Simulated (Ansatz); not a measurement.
Breaking the Ge1–H3 bond in FGeH3 (SMILES [F][GeH3]) (multiplicity 1 held, fragments rigid). Energies count from the point at 1.534 Å.
Geometry at that point (charge 0, multiplicity 1):
| atom | x (Å) | y (Å) | z (Å) |
|---|---|---|---|
| Ge | -0.3005 | 0.1226 | -0.0579 |
| F | 1.2981 | -0.5297 | 0.2501 |
| H | -0.9424 | -0.7984 | -1.1039 |
| H | -0.0854 | 1.5490 | -0.5810 |
| H | -1.0394 | 0.0929 | 1.2866 |

R- and RO- levels are restricted; in cc, def2 and unpolarised 6-31G sets they are followed outwards from rest. Active spaces are followed from a long bond inwards. Curves can end on different states.

Correlated levels freeze the cores. Filled d and f shells under p-block atoms count as core.

Programs: Ansatz (Gaussian orbitals). 

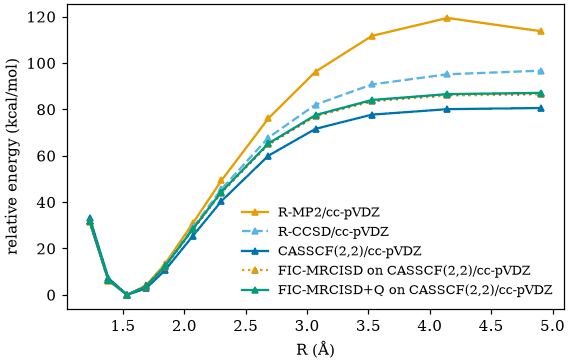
Relative energy along the coordinate

Doubts at one or more of the structures used: a restricted determinant that unrestricted orbitals would lower (R-MP2/cc-pVDZ, R-CCSD/cc-pVDZ); other coupled-cluster roots lie near (R-CCSD/cc-pVDZ); T1 above 0.05 (R-CCSD/cc-pVDZ).

Ansatz is an electronic-structure program.
